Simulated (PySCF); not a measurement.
## AsH2: single-point calculation

The run: single-point calculation of AsH2, multiplicity 2. Method and program: CCSD(T)/def2-TZVPP, UHF (PySCF 2.14.0).

The geometry was optimised with PBE0-D4/def2-TZVP.

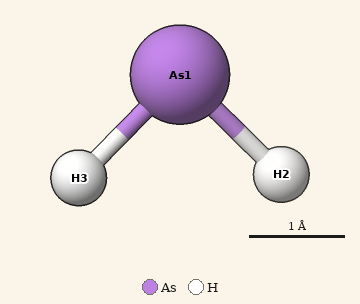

Figure 1. The input geometry (ball-and-stick view, seen at a tilt; atoms are numbered from 1 in the order of the input). Bond lengths as drawn: As–H 1.53 Å.

Summary

```csv
quantity,value
outcome,converged
total energy,−2235.620122 hartree
SCF energy,−2235.342422 hartree
correlation energy,−0.277700 hartree
(T) correction,−0.008480 hartree
basis functions,76
T1 diagnostic,0.011
⟨S²⟩,0.765
hardware,"1 thread of Arm Neoverse V2, 24 GiB of memory available, shared host"
wall time,53 s
peak memory,0.97 GiB
```

The input (calc.py)
```python
from pyscf import gto, cc

system = gto.M(
    atom='''
As    -0.541149     0.351192    -0.287704
H      0.719990     0.807886     0.441040
H     -0.072169    -1.100220    -0.228862
''',
    spin=1,
    charge=0,
    basis='def2-tzvpp',
    max_memory=1860,
    verbose=3,
)

mf = system.UHF()
mf.conv_tol = 1e-10
mf.kernel()
if not mf.converged:
    mf = mf.newton().run(mf.mo_coeff, mf.mo_occ)

mycc = cc.CCSD(mf, frozen=9)
mycc.kernel()
e_t = mycc.ccsd_t()
e_final = mycc.e_tot + e_t
print(f'total energy: {e_final:.8f} hartree')
```

Run as:
```bash
OMP_NUM_THREADS=1 python calc.py
```

Log
```
WARN: HOMO -0.176774074791699 >= LUMO -0.176774074791699

converged SCF energy = -2235.34242188342  <S^2> = 0.76534404  2S+1 = 2.0152856
E(UCCSD) = -2235.611641812613  E_corr = -0.2692199291906624
UCCSD(T) correction = -0.00847970324930186
total energy: -2235.62012152 hartree
```
